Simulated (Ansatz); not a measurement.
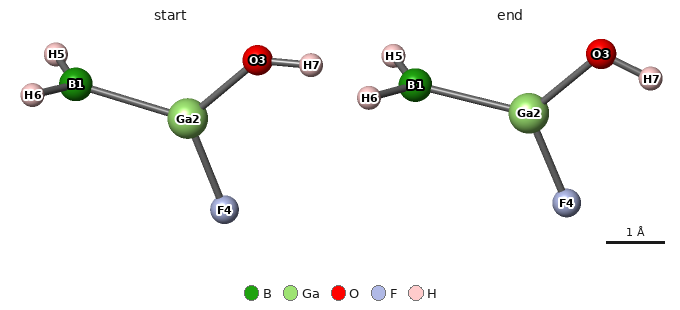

The structure of GaBH3OF before (left) and after (right) a relaxation, at one scale.

A ball-and-stick model, seen at a tilt.

The run prepares an end point of a later path (torsion) calculation, from a guessed geometry.

Theory: RKS r2SCAN-D4/def2-SVP (Ansatz). Settings: no spin polarisation; force threshold 0.015 eV/Å; at most 40 steps.

What changed between the two?

H7 moves most after the best rigid fit: 0.25 Å. By element the largest moves are H 0.25 Å, O 0.14 Å, F 0.14 Å, Ga 0.10 Å, B 0.02 Å. Some distances before and after: Ga2–O3 1.735 → 1.780 Å, B1–H5 1.164 → 1.205 Å, Ga2–F4 1.786 → 1.767 Å, O3–H7 0.955 → 0.967 Å. Among the angles between lasting bonds that change: Ga2–O3–H7 135.3° → 112.8°, B1–Ga2–O3 122.7° → 126.5°, B1–Ga2–F4 125.1° → 122.7°. Over 7 geometry steps the energy falls by 15.3 kJ/mol. The largest force component goes from 1 to 0.0099 eV/Å.
